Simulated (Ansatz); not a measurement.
## Al3BC: pressure series

Base system: Al3BC (space group P6_3/mmc, No. 194; a = 3.485 Å, c = 11.499 Å; a cell from a computed database, its experimental status unchecked).

Cell and atoms are relaxed at each pressure.

Computed with PBEsol/PAW in Ansatz (a program for electronic structure), without spin-orbit coupling.

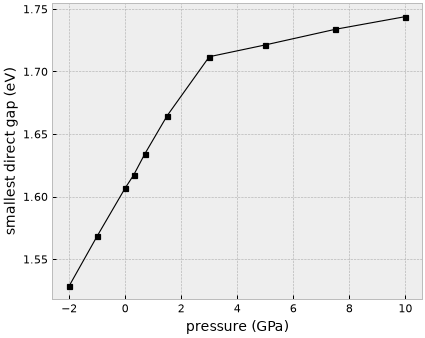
Smallest direct gap against pressure

From the plot, what is the smallest direct gap for pressure 3 GPa?

About 1.71 eV.

Is the trend monotonic over the range shown?

Yes, it rises throughout, spanning 1.53 eV to 1.74 eV.

Load acts through the strain it causes; cell and atoms are relaxed under it. Whether these cells are dynamically stable was not tested. Competing high-pressure phases were not computed.
